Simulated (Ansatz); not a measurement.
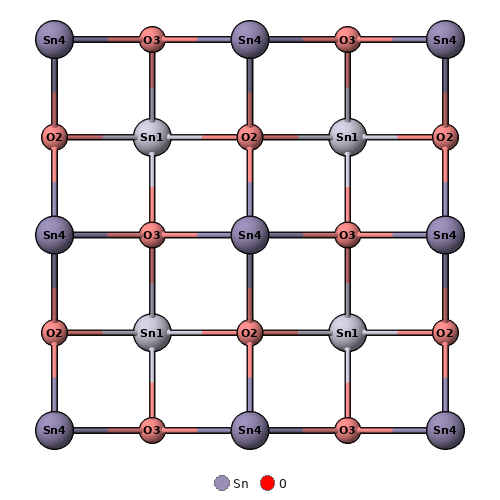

The system is Au on a two-dimensional sheet of SnO (4 atoms of substrate and one adsorbate in a 1 × 1 cell); the picture shows it without the atoms that are moved over the map. Au is moved over the surface cell at a fixed height above a rigid substrate; the origin of the map has the adsorbate above Sn4; the height is held at 2.20 Å. Places are given modulo a cell vector. The map is drawn in real space over the plane of the surface. The scan uses an 8 × 8 grid; 15 points were computed and 49 follow by symmetry. Energies are in eV, from the lowest grid point. With one adsorbate in each 1 × 1 cell, its nearest image is 3.8 Å away, so neighbouring adsorbates interact. At a fixed height the lowest place need not be the adsorption site. Level of theory: DFT PBE+D3(BJ), scalar-relativistic, plane waves, PAW in Ansatz 0.2.0. Settings: cutoff 420 eV, k-mesh 7×7×1, gaussian smearing 0.05 eV, spin-polarised.

Range: position of Au5 along the first surface vector from 0.000 to 0.875; position of Au5 along the second surface vector from 0.000 to 0.875.

### Predict the map.

The lowest grid point is at a bridge site between two Sn atoms, over a second-layer O atom, (0/8, 4/8) of the cell vectors; the map holds 2 wells of about this depth. No other kind of well shows on this grid. The highest grid point, the top site over a surface Sn atom, (0/8, 0/8) of the cell vectors, lies 1.49 eV above the lowest. On the interpolated surface the easiest way out of the lowest well to a well of about the same depth near a bridge site between two Sn atoms, over a second-layer O atom, (4/8, 0/8) of the cell vectors passes a barrier of about 0.27 eV. At the lowest point the adsorbate has 2 Sn at 2.91 Å as nearest neighbours, at the highest 1 Sn at 2.20 Å.

```tsv
second ↓, first →	0/8	1/8	2/8	3/8	4/8	5/8	6/8	7/8
7/8	1.13	0.90	0.43	0.14	0.07	0.14	0.43	0.90
6/8	0.50	0.43	0.31	0.24	0.23	0.24	0.31	0.43
5/8	0.11	0.14	0.24	0.31	0.34	0.31	0.24	0.14
4/8	0.00	0.07	0.23	0.34	0.38	0.34	0.23	0.07
3/8	0.11	0.14	0.24	0.31	0.34	0.31	0.24	0.14
2/8	0.50	0.43	0.31	0.24	0.23	0.24	0.31	0.43
1/8	1.13	0.90	0.43	0.14	0.07	0.14	0.43	0.90
0/8	1.49	1.13	0.50	0.11	0.00	0.11	0.50	1.13
```

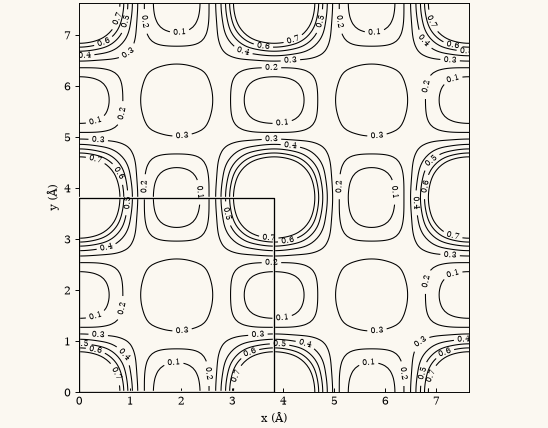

The picture shows contour lines labelled in eV (none above 0.7), the outline of one cell of the 2 × 2 shown. Between grid points the surface is interpolated.

Each point was launched as `ansatz run input.yaml --threads 1 --pin off --max-ram 3072MiB --backend cpu --events-out ev --progress --plain --runs-dir out`. Time for the 15 points that were run: 16 min on 1 thread of AMD EPYC 7R43 64-Core Processor (Zen 3) (shared host).

PAW datasets: the set soft_1.
